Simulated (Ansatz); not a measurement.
# What a change does: single-point calculation on SiN$_{2}$H$_{4}$

System: SiN$_{2}$H$_{4}$.
Method of run 1: RKS PBE0-D4/def2-TZVPD (Ansatz 0.2.0).

Text and figures count atoms from 1; the logs count them from 0 in places.

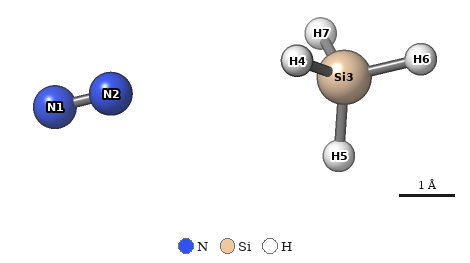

Figure 1. The structure as given in the input (ball-and-stick view, seen at an oblique angle; atoms are numbered from 1 in the order of the input). Bond lengths as drawn: H–Si 1.48 to 1.49 Å and N–N 1.09 Å.

Input, run 1:
```yaml
crystal:
  periodic: [false, false, false]
  atoms:
    - { symbol: "N", position_ang: [0.947609, -1.463865, -3.850893] }
    - { symbol: "N", position_ang: [0.888482, -1.432562, -2.763641] }
    - { symbol: Si, position_ang: [-0.074417, 0.043673, 1.180235] }
    - { symbol: H, position_ang: [0.757086, -1.122222, 0.789179] }
    - { symbol: H, position_ang: [0.55184, 1.292665, 0.678775] }
    - { symbol: H, position_ang: [-0.173045, 0.103071, 2.661277] }
    - { symbol: H, position_ang: [-1.434385, -0.098282, 0.602322] }
basis:
  gaussian: { orbitals: def2-TZVPD }
hamiltonian:
  xc: pbe0
  dispersion: d4
output:
  forces: true
```

Command:
```bash
ansatz run input.yaml --threads 1 --pin off --max-ram 2560MiB --backend cpu --events-out ev --progress --plain --runs-dir out
```

Hardware: 1 thread of Arm Neoverse V2, 24 GiB of memory available, shared host.

Output (run 1):
```
Engine: ansatz 0.2.0, aarch64-unknown-linux-gnu
Functional definition: PBE0
  parameter a = 0.25
  parameter kappa = 0.804
  parameter beta = 0.06672455060314922
  exchange = (1 - a)*pbe_x(kappa = kappa, mu = beta*pi^2/3) + a*exact_x
  correlation = pbe_c(beta = beta)
858 factors; their error is unknown
mean field evaluation 1: about -10916.0605 eV, gradient 2.5e1 eV
mean field evaluation 2: about -10916.8011 eV, gradient 1.6e1 eV
mean field evaluation 4: about -10917.2773 eV, gradient 1.5e-1 eV
mean field evaluation 8: about -10917.2945 eV, gradient 2.0e-1 eV
mean field -10917.29455820 eV, -401.2031750059 hartree, gradient 3.6e-5 eV, S^2 0.000000; 0 other end points of the search recorded, 0 dependent functions left out
the calculation of the forces begins
reference -10917.29459061 eV, -401.2031761968 hartree; 16, 16 occupied and 137, 137 virtual orbitals, 858 factors
Total energy: -10917.34276922 eV, -401.2049467280 hartree
Atom 0 at     0.947609    -1.463865    -3.850893 Å, force     0.001843    -0.002465    -0.012306 eV/Å
Atom 1 at     0.888482    -1.432562    -2.763641 Å, force    -0.006158     0.009182     0.022573 eV/Å
Atom 2 at    -0.074417     0.043673     1.180235 Å, force     0.012642    -0.022630     0.022732 eV/Å
Atom 3 at     0.757086    -1.122222     0.789179 Å, force    -0.002669     0.004636    -0.005039 eV/Å
Atom 4 at     0.551840     1.292665     0.678775 Å, force     0.000618     0.004525    -0.010474 eV/Å
Atom 5 at    -0.173045     0.103071     2.661277 Å, force    -0.002916     0.005290    -0.006988 eV/Å
Atom 6 at    -1.434385    -0.098282     0.602322 Å, force    -0.003359     0.001462    -0.010497 eV/Å
Dipole moment:     0.003736    -0.005929    -0.009867 e Å
```

For run 2 the input was changed thus:
```diff
-    - { symbol: "N", position_ang: [0.947609, -1.463865, -3.850893] }
-    - { symbol: "N", position_ang: [0.888482, -1.432562, -2.763641] }
+    - { symbol: "N", position_ang: [0.213098, -0.123316, -3.454083] }
+    - { symbol: "N", position_ang: [0.153971, -0.092013, -2.366831] }
```

Predict how the results change.

On the same kind of shared host run 2 took about 180 times as long.

Output (run 2):
```
Engine: ansatz 0.2.0, aarch64-unknown-linux-gnu
Functional definition: PBE0
  parameter a = 0.25
  parameter kappa = 0.804
  parameter beta = 0.06672455060314922
  exchange = (1 - a)*pbe_x(kappa = kappa, mu = beta*pi^2/3) + a*exact_x
  correlation = pbe_c(beta = beta)
858 factors; their error is unknown
mean field evaluation 1: about -10916.0938 eV, gradient 2.4e1 eV
mean field evaluation 2: about -10916.8232 eV, gradient 1.5e1 eV
mean field evaluation 4: about -10917.2816 eV, gradient 1.2e-1 eV
mean field evaluation 8: about -10917.2989 eV, gradient 5.0e-2 eV
mean field -10917.29885443 eV, -401.2033328894 hartree, gradient 1.7e-5 eV, S^2 0.000000; 0 other end points of the search recorded, 0 dependent functions left out
the calculation of the forces begins
reference -10917.29888546 eV, -401.2033340297 hartree; 16, 16 occupied and 137, 137 virtual orbitals, 858 factors
Total energy: -10917.35792467 eV, -401.2055036805 hartree
Atom 0 at     0.213098    -0.123316    -3.454083 Å, force     0.000031    -0.000047     0.000443 eV/Å
Atom 1 at     0.153971    -0.092013    -2.366831 Å, force     0.000368    -0.000183    -0.006113 eV/Å
Atom 2 at    -0.074417     0.043673     1.180235 Å, force    -0.000062    -0.000052     0.001152 eV/Å
Atom 3 at     0.757086    -1.122222     0.789179 Å, force    -0.000281     0.000356     0.001262 eV/Å
Atom 4 at     0.551840     1.292665     0.678775 Å, force    -0.000122    -0.000098     0.001258 eV/Å
Atom 5 at    -0.173045     0.103071     2.661277 Å, force     0.000025    -0.000025     0.000703 eV/Å
Atom 6 at    -1.434385    -0.098282     0.602322 Å, force     0.000042     0.000048     0.001296 eV/Å
Dipole moment:     0.001886    -0.001163    -0.027362 e Å
```

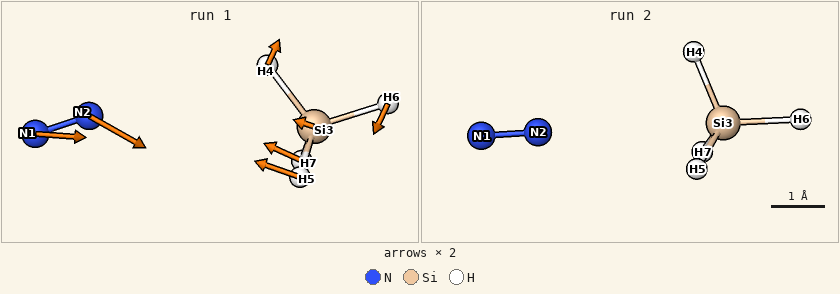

Figure 2. The two input geometries at one scale (ball-and-stick view, seen on its broad side). The orange arrows on the first give the shifts of the atoms after the best rigid fit, magnified 2 times. N2 moves most after the best rigid fit: 0.63 Å. Largest moves by element: N 0.63 Å, H 0.47 Å, Si 0.22 Å.

The two runs side by side:

| quantity | run 1 | run 2 |
| --- | --- | --- |
| outcome | converged | converged |
| total energy (hartree) | −401.204947 | – |
| largest force (eV/Å) | 0.034 | – |
| basis functions | 153 | – |
| wall time (shared host) | 3.3 s | 9.8 min |
